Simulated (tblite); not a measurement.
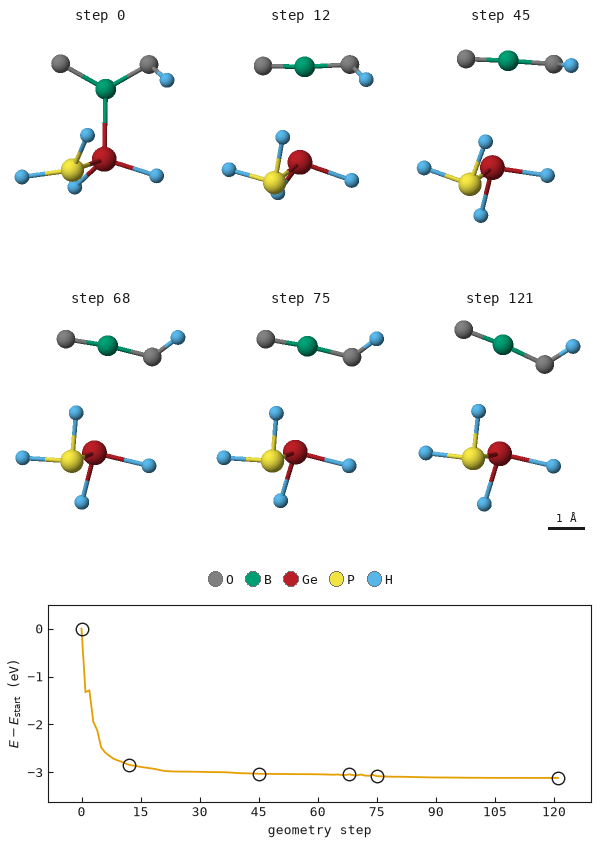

Frames of a relaxation of BGePH₅O₂ (multiplicity 2), marked on the history of the run. The picture is a ball-and-stick view, seen from a free direction.

Theory: tblite, GFN2-xTB geometry optimisation, gas phase. 

Describe the path.

An H atom moves most after the best rigid fit: 1.07 Å. By element the largest moves are H 1.07 Å, B 0.95 Å, O 0.76 Å, Ge 0.38 Å, P 0.16 Å. Near-neighbour distances that change, for instance: B–Ge 2.028 → 3.104 Å, B–O 1.469 → 1.195 Å, B–O 1.462 → 1.308 Å, Ge–O 2.973 → 2.851 Å. Bonds break, among them: B–Ge (2.03 → 3.10 Å). Bond angles that change, for instance: O–B–O 120.1° → 175.8°, H–P–H 113.8° → 92.5°, Ge–P–H 112.7° → 95.3°. After 121 geometry steps the energy has fallen by 3.117 eV. The run took 0.46 s on 1 thread of Arm Neoverse V2, on a shared host. From step 0 to 12: the B atom moves most (0.64 Å), energy −2.840 eV. From step 12 to 45: an H atom moves most (0.68 Å), energy −0.189 eV. From step 45 to 68: an H atom moves most (0.53 Å), energy −0.012 eV. From step 68 to 75: H atoms move most (0.06 Å), energy −0.038 eV. From step 75 to 121: an O atom moves most (0.33 Å), energy −0.038 eV.
